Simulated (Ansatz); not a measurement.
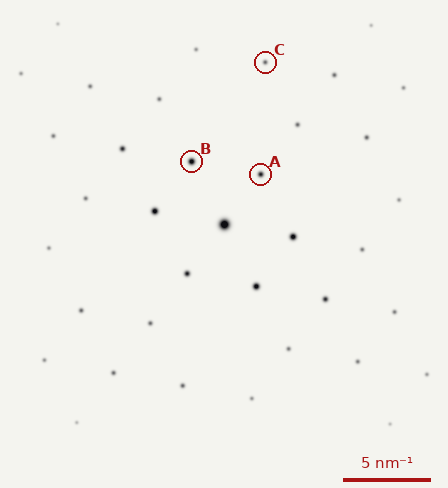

Simulated selected-area electron diffraction pattern (120 kV, kinematic approximation, thin crystal, B = 1 Å² for all atoms). The zone axis points towards the electron source and the pattern is seen from the source side.

Crystal: Zr, space group P6_3/mmc (No. 194), a = 3.234 Å, c = 5.163 Å (hexagonal axes). Structure: the geometry relaxed with Ansatz 0.2.0, DFT PBE, scalar-relativistic, plane waves, PAW.

Spot A is indexed 0 -1 0 and spot B 1 -1 -1.

### Give hkl for C.

C = 2A + B = 1 -3 -1 (d = 1.037 Å).

### Which zone axis is this?

The cross product of A and B is parallel to [101]; every spot obeys hu + kv + lw = 0.
